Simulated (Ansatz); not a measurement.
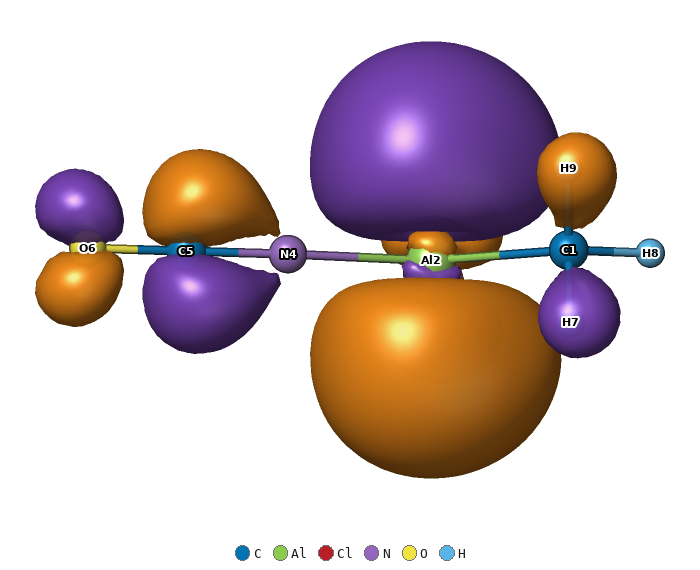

C$_{2}$H$_{3}$AlClNO (SMILES [CH3][Al]([Cl])[N]=C=O). One frontier orbital at ±0.1 Å⁻³ᐟ² (orange and purple are the two phases), seen from one side.

Geometry: PBE0-D4/def2-TZVP.

These are results of RKS PBE0-D4/def2-TZVPP (Ansatz 0.2.0), not measurements.

```yaml
atoms:
  - { symbol: C, position_ang: [0.6904, -1.3017, -0.9239] }
  - { symbol: Al, position_ang: [0.2385, -0.2331, 0.6141] }
  - { symbol: Cl, position_ang: [0.8315, -0.7396, 2.5543] }
  - { symbol: N, position_ang: [-0.7093, 1.2447, 0.4508] }
  - { symbol: C, position_ang: [-1.3379, 2.2608, 0.4990] }
  - { symbol: O, position_ang: [-1.9525, 3.2500, 0.5280] }
  - { symbol: H, position_ang: [1.2858, -0.7187, -1.6327] }
  - { symbol: H, position_ang: [1.2568, -2.1945, -0.6540] }
  - { symbol: H, position_ang: [-0.2148, -1.6139, -1.4528] }
```

### Which orbital is it: HOMO or LUMO?

The LUMO, at −1.04 eV. It lies mainly on Al2 (about 60 %), Cl3 (about 10 %), C5 (about 10 %), N4 (about 5 %) and C1 (about 5 %).
